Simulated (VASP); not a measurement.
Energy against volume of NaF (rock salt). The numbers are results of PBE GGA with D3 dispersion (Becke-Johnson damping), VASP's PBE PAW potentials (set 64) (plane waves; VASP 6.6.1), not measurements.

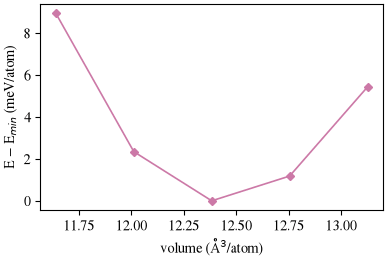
Energy against volume

Problem. Estimate the equilibrium volume and the bulk modulus.

Solution. The minimum lies near 12.4 Å³/atom, and the curvature gives B0 of about 50 GPa.

The compound is NaF in the rock salt structure. It was relaxed first.
